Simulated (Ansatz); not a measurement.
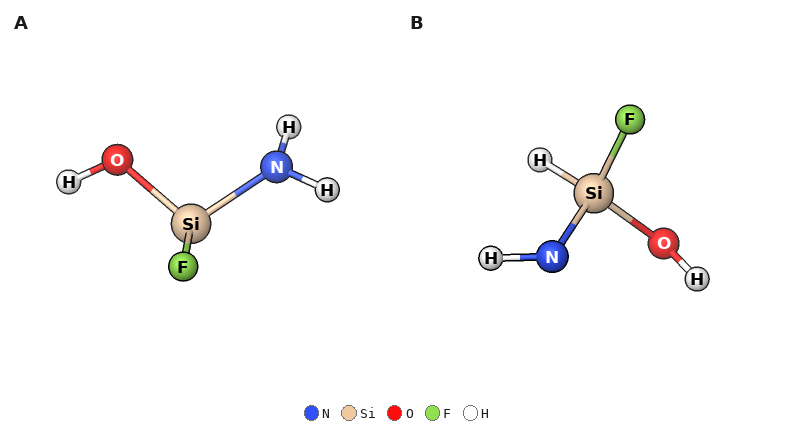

2 stationary structures of one formula. The species is neutral and a spin doublet. Geometries: PBE0-D4/def2-TZVP. Electronic energies: CCSD(T)/CBS (from def2-TZVPP and def2-QZVPP) (Ansatz 0.2.0), without zero-point energy.

**How are they related?**

They are constitutional isomers of FH3NOSi: A `N[Si](O)F`, B `[NH][Si@H](O)F`.

**Which structure is the most stable?**

A is lowest (C1, a minimum); B lies 0.852 eV above it (C1, a minimum).

Give E(B) − E(A) in eV at these levels too: ωB97M-V/def2-QZVPP; BHLYP-D4/def2-TZVPP; ωB97M-V/def2-SVP; direct RPA on PBE orbitals (frozen core)/def2-TZVPP; UHF-CCSD(T) (frozen core)/cc-pV(D+d)Z; HSE06 (plane-wave form)-D4/def2-TZVPP; UHF-CCSD(T) (frozen core)/def2-TZVPP; CAM-B3LYP-D4/def2-TZVPP.

| level | E(B) − E(A) (eV) |
| --- | --- |
| ωB97M-V/def2-QZVPP | +0.812 |
| BHLYP-D4/def2-TZVPP | +0.652 |
| ωB97M-V/def2-SVP | +0.774 |
| direct RPA on PBE orbitals (frozen core)/def2-TZVPP | +0.736 |
| UHF-CCSD(T) (frozen core)/cc-pV(D+d)Z | +0.587 |
| HSE06 (plane-wave form)-D4/def2-TZVPP | +0.912 |
| UHF-CCSD(T) (frozen core)/def2-TZVPP | +0.780 |
| CAM-B3LYP-D4/def2-TZVPP | +0.818 |
